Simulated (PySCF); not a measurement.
# [OF2]+ (SMILES F[O+]F) at U-wB97X/def2-TZVP (preoptimised minimum)

We compute an optimisation with harmonic vibrations of [OF2]+. The job is set up through a Python script.

Program for the calculation: PySCF 2.14.0.

## (1) Starting point

[OF2]+: 3 atoms, total charge +1, spin state doublet. SMILES: `F[O+]F`. Geometry: relaxed at PBE0-D4/def2-TZVP symmetrised. The run starts from this shape.

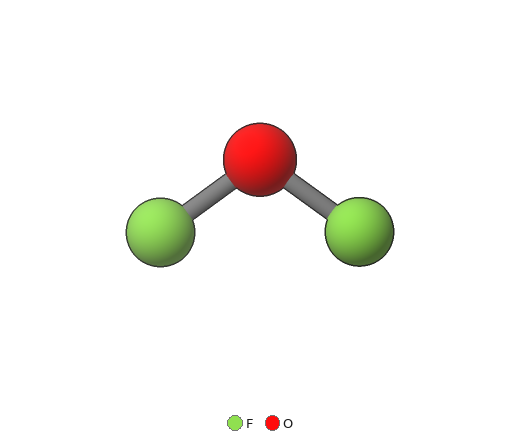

Viewed from a chosen angle; fluorine green, oxygen red.

## (2) An optimisation with harmonic vibrations at U-wB97X/def2-TZVP (preoptimised minimum)

File job.py:

```python
from pyscf import gto, dft, symm
from pyscf.hessian import thermo
from pyscf.geomopt.geometric_solver import kernel as optimise

mol = gto.M(
    atom='''
F        0.920233      -0.280961       0.476503
O        0.000682       0.533266       0.058769
F       -0.920807      -0.168126      -0.525995
''',
    max_memory=1860,
    basis='def2-tzvp',
    verbose=3,
    spin=1,
    charge=1,
)

mf = dft.UKS(mol, xc='wb97x')
mf.grids.level = 4
mf.conv_tol = 1e-10
converged, mol_eq = optimise(mf, maxsteps=80)
print('converged:', converged)
print(mol_eq.tostring())

mf.reset(mol_eq)
mol = mol_eq
mf.kernel()
energy = mf.e_tot
print('E = %.10f Eh' % energy)
hess = mf.Hessian().kernel()
modes = thermo.harmonic_analysis(mol, hess)
thermo.dump_normal_mode(mol, modes)
symm.geom.TOLERANCE = 1e-3  # for the symmetry number
th = thermo.thermo(mf, modes['freq_au'], 298.15, 101325)
thermo.dump_thermo(mol, th)
```

Command:

```sh
$ OMP_NUM_THREADS=1 python job.py
```

Output:

```text
maxiter                   80
----------------------------------------------------------
Custom engine selected.
Bonds will be generated from interatomic distances less than 1.20 times sum of covalent radii
9 internal coordinates being used (instead of 9 Cartesians)
Internal coordinate system (atoms numbered from 1):
Distance 1-2
Distance 2-3
Angle 1-2-3
Translation-X 1-3
Translation-Y 1-3
Translation-Z 1-3
Rotation-A 1-3
Rotation-B 1-3
Rotation-C 1-3
> ===== Optimization Info: ====
> Job type: Energy minimization
> Maximum number of optimization cycles: 80
> Initial / maximum trust radius (Angstrom): 0.100 / 0.300
> Convergence Criteria:
> Will converge when all 5 criteria are reached:
>  |Delta-E| < 1.00e-06
>  RMS-Grad  < 3.00e-04
>  Max-Grad  < 4.50e-04
>  RMS-Disp  < 1.20e-03
>  Max-Disp  < 1.80e-03
> === End Optimization Info ===

Geometry optimization cycle 1
Cartesian coordinates (Angstrom)
 Atom        New coordinates             dX        dY        dZ
   F   0.920233  -0.280961   0.476503    0.000000  0.000000  0.000000
   O   0.000682   0.533266   0.058769    0.000000 -0.000000  0.000000
   F  -0.920807  -0.168126  -0.525995    0.000000  0.000000  0.000000

WARN: Mole.unit (angstrom) is changed to Bohr

WARN: HOMO -0.295811446994954 >= LUMO -0.295811446994961

converged SCF energy = -274.246332545303  <S^2> = 0.75339472  2S+1 = 2.0033918
[... 7 lines left out ...]
Step    0 : Gradient = 1.644e-03/1.997e-03 (rms/max) Energy = -274.2463325453
[... 8 lines left out ...]
converged SCF energy = -274.246337833262  <S^2> = 0.75337815  2S+1 = 2.0033753
[... 16 lines left out ...]
converged SCF energy = -274.24634345946  <S^2> = 0.75337938  2S+1 = 2.0033765
[... 16 lines left out ...]
converged SCF energy = -274.24634348346  <S^2> = 0.75337852  2S+1 = 2.0033757
[... 9 lines left out ...]
Converged! =D
[... 1 line left out ...]
converged: True
[... 4 lines left out ...]
WARN: HOMO -0.295464302792126 >= LUMO -0.295464302792134

converged SCF energy = -274.246343483466  <S^2> = 0.7533784  2S+1 = 2.0033755
E = -274.2463434835 Eh
Mode                                 0                   1                   2
Irrep
Freq [cm^-1]                      608.9420           1080.7613           1198.3688
Reduced mass [au]                  18.4253             17.0553             17.2584
Force const [Dyne/A]                4.0255             11.7373             14.6026
Char temp [K]                     876.1320           1554.9749           1724.1858
Normal mode                   x     y     z       x     y     z       x     y     z
       0   F                 0.12  0.03  0.07    0.07 -0.06  0.03   -0.07  0.08 -0.03
       1   O                -0.00 -0.10 -0.01   -0.17  0.01 -0.09   -0.00 -0.18 -0.02
       2   F                -0.12  0.05 -0.06    0.07  0.06  0.05    0.07  0.07  0.05
temperature 298.1500 [K]
pressure 101325.00 [Pa]
Rotational constants [GHz] 76.87247 12.14225 10.48596
Symmetry number 2
Zero-point energy (ZPE) 0.00658 [Eh]   17274.507 [J/mol]
                           tot       elec      trans        rot        vib
Entropy [J/mol/K]       248.731      5.763    158.494     82.199      2.274
Cv [J/mol/K]             31.285      0.000     12.472     12.472      6.341
Cp [J/mol/K]             39.599      0.000     20.786     12.472      6.341
Internal energy [J/mol]                      3718.434   3718.434  17796.625
Internal energy [Eh]   -274.23673  -274.24634
Enthalpy [J/mol]                             6197.391   3718.434  17796.625
Enthalpy [Eh]          -274.23579
Gibbs free energy [J/mol]                  -41057.663 -20789.128  17118.516
Gibbs free energy [Eh] -274.26403
```

Wall time 4.9 min (1 thread of Arm Neoverse V1, shared host); peak memory 1.5 GiB.

## (3) Summary of results

At U-wB97X/def2-TZVP (preoptimised minimum):

```
                                                 quantity             value
                                             total energy     -274.24634 Eh
                       HOMO energy (highest over α and β)         -23.93 eV
                        LUMO energy (lowest over α and β)         -13.52 eV
                                                     ⟨S²⟩             0.753
                               lowest harmonic wavenumber          609 cm⁻¹
                              highest harmonic wavenumber         1198 cm⁻¹
                                        zero-point energy       17.3 kJ/mol
ideal-gas entropy at 298.15 K (symmetry number 2 as used)  59.4 cal/(mol K)
```

At the final geometry: Bond lengths: F1–O2 1.296 Å, O2–F3 1.296 Å. Angles: F1–O2–F3 107.7°. All 3 modes are real, so the shape is a minimum at this level.
